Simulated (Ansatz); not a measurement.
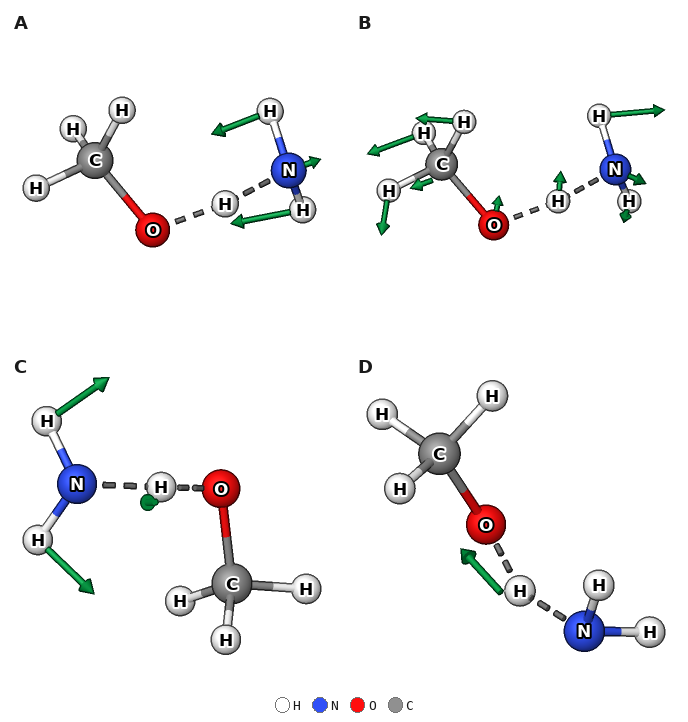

4 normal modes of one molecule or complex, as arrows. Broken sticks mark bonds that form or break. State: neutral, doublet. Harmonic vibrations computed with UKS PBE0-D4/def2-TZVP (Ansatz 0.2.0) at a stationary point of the same level. It is a saddle point of order 1.

### Match the panels to the wavenumbers 1605i cm⁻¹, 181 cm⁻¹, 759 cm⁻¹, 1587 cm⁻¹.

A: 759 cm⁻¹
B: 181 cm⁻¹
C: 1587 cm⁻¹
D: 1605i cm⁻¹
